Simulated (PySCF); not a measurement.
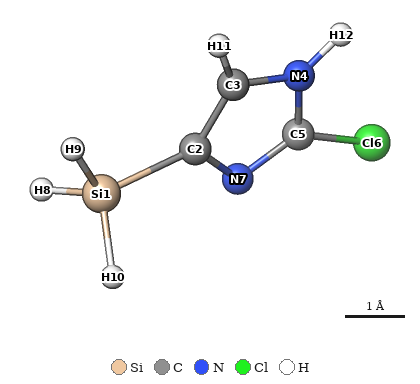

*The structure as given in the input (ball-and-stick view, seen at a tilt; atoms are numbered from 1 in the order of the input).*

Bond lengths as drawn: C–C 1.38 Å, C–Cl 1.71 Å, C–H 1.09 Å, C–N 1.30 to 1.38 Å, C–Si 1.87 Å, H–N 1.01 Å and H–Si 1.49 to 1.50 Å.

# C₃H₅ClN₂Si: NMR shielding calculation

- system: C₃H₅ClN₂Si, SMILES [SiH3]c1c[nH]c(Cl)n1
- method: GIAO PBE0/IGLO-III NMR shielding, non-relativistic, gas phase (PySCF 2.14.0)

The geometry comes from this level: PBE0-D3(BJ)/def2-SVP. Figures and captions count atoms from 1; the log counts them from 0 in places.

Input file
```
{"job": {"kind": "nmr", "xc": "PBE0", "basis": "IGLO-III", "pop": true}, "charge": 0, "multiplicity": 1}
Si     2.122794     0.286056     0.395417
C      0.293938     0.114524     0.062871
C     -0.443760    -1.034217    -0.135302
N     -1.732530    -0.619815    -0.346626
C     -1.720647     0.739266    -0.266719
Cl    -3.159245     1.635224    -0.477427
N     -0.539250     1.216695    -0.026285
H      2.801069     1.036990    -0.702722
H      2.707587    -1.088534     0.476734
H      2.368091     0.999511     1.683578
H     -0.163573    -2.084775    -0.143776
H     -2.545159    -1.195464    -0.524376
```

The first line tells a small driver script what to run in PySCF; the rest is the geometry in Å.

Machine: 1 CPU thread, shared host.

Run as:
```bash
OMP_NUM_THREADS=1 python <driver script> task.json out
```

Output
```
coarse grid: 11736 points
cycle   1  E = -976.0149305489  dE =  1.136e+00  |g| = 5.181e-01  |ddm| = 3.111e+00
cycle   2  E = -975.8772122627  dE =  1.377e-01  |g| = 9.317e-01  |ddm| = 9.981e-01
cycle   3  E = -976.0728852254  dE = -1.957e-01  |g| = 1.097e-01  |ddm| = 6.645e-01
cycle   4  E = -976.0745298148  dE = -1.645e-03  |g| = 6.032e-02  |ddm| = 1.241e-01
cycle   5  E = -976.0752181002  dE = -6.883e-04  |g| = 1.834e-02  |ddm| = 3.974e-02
cycle   6  E = -976.0752962432  dE = -7.814e-05  |g| = 4.694e-03  |ddm| = 2.196e-02
cycle   7  E = -976.0753005461  dE = -4.303e-06  |g| = 1.667e-03  |ddm| = 5.038e-03
final grid: 106144 points
cycle   8  E = -976.0855742874  dE = -8.880e-05  |g| = 7.995e-03  |ddm| = 5.028e-02
cycle   9  E = -976.0855619488  dE =  1.234e-05  |g| = 1.069e-02  |ddm| = 1.211e-02
cycle  10  E = -976.0855876421  dE = -2.569e-05  |g| = 1.141e-03  |ddm| = 7.088e-03
cycle  11  E = -976.0855878347  dE = -1.926e-07  |g| = 4.992e-04  |ddm| = 1.360e-03
cycle  12  E = -976.0855878867  dE = -5.198e-08  |g| = 1.799e-04  |ddm| = 3.726e-04
cycle  13  E = -976.0855878933  dE = -6.587e-09  |g| = 5.552e-05  |ddm| = 2.023e-04
cycle  14  E = -976.0855878939  dE = -6.360e-10  |g| = 1.796e-05  |ddm| = 3.810e-05
```

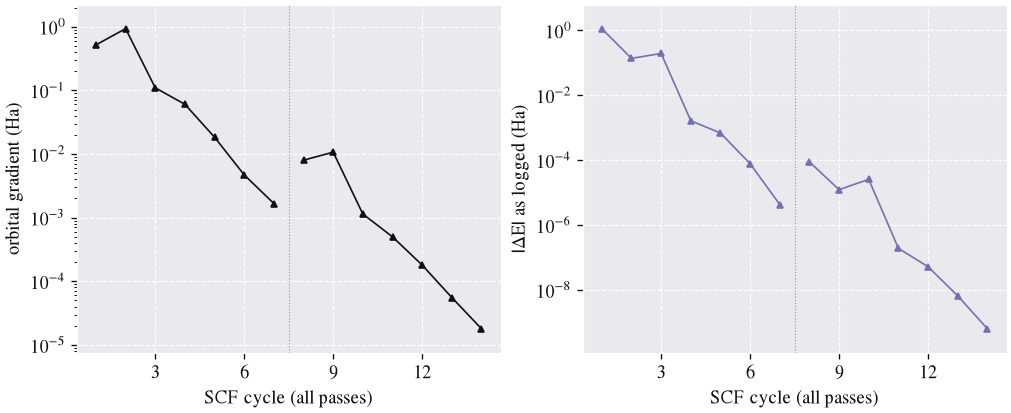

*Convergence of the self-consistent field: orbital gradient and size of the energy change against the SCF cycle. The dotted line marks the change from a coarse to the final integration grid.*

The first 7 cycles use a coarse grid, the final grid takes over at cycle 8, and the field converges after 14 cycles in all.

```
converged SCF energy = -976.0855878939

GIAO shielding tensors (ppm)
atom      isotropic    diamagn.    paramagn.     s11        s22        s33       span
  0 Si     426.456     892.968    -466.512    408.025    412.806    458.538     50.513
  1 C       42.483     248.455    -205.972    -28.901     24.129    132.221    161.122
  2 C       51.878     260.688    -208.809    -39.530     62.649    132.517    172.047
  3 N       78.838     318.191    -239.353    -19.375    108.325    147.564    166.939
  4 C       40.646     256.292    -215.645    -35.568     68.337     89.170    124.738
  5 Cl     723.833    1144.882    -421.049    469.857    651.926   1049.717    579.860
  6 N      -46.677     336.815    -383.492   -254.943   -106.646    221.559    476.502
  7 H       26.801      29.030      -2.230     23.923     25.002     31.477      7.554
  8 H       26.957      29.787      -2.830     23.406     26.128     31.338      7.932
  9 H       26.794      29.027      -2.233     23.847     25.093     31.443      7.596
 10 H       24.148      32.015      -7.867     21.530     24.634     26.281      4.751
 11 H       23.235      29.765      -6.530     17.805     24.665     27.236      9.431
```

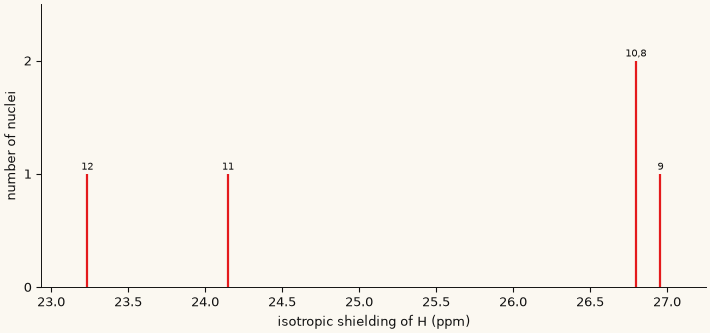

*Isotropic shieldings of the hydrogen nuclei in this fixed geometry, labelled by atom number; shielding grows to the right, so chemical shift grows to the left.*

The least shielded is H12 (23.2 ppm), the most shielded H9 (27.0 ppm).

Results in brief

```json
{"quantity": "outcome", "value": "converged"}
{"quantity": "total energy", "value": "−976.085588 hartree"}
{"quantity": "HOMO", "value": "−6.86 eV"}
{"quantity": "LUMO", "value": "0.07 eV"}
{"quantity": "dipole moment", "value": "3.92 D"}
{"quantity": "isotropic shielding, Si", "value": "426.5 ppm"}
{"quantity": "isotropic shielding, C", "value": "40.6 to 51.9 ppm"}
{"quantity": "isotropic shielding, N", "value": "−46.7 to 78.8 ppm"}
{"quantity": "isotropic shielding, Cl", "value": "723.8 ppm"}
{"quantity": "isotropic shielding, H", "value": "23.2 to 27.0 ppm"}
{"quantity": "wall time", "value": "77 s"}
{"quantity": "peak memory", "value": "1.2 GiB"}
```
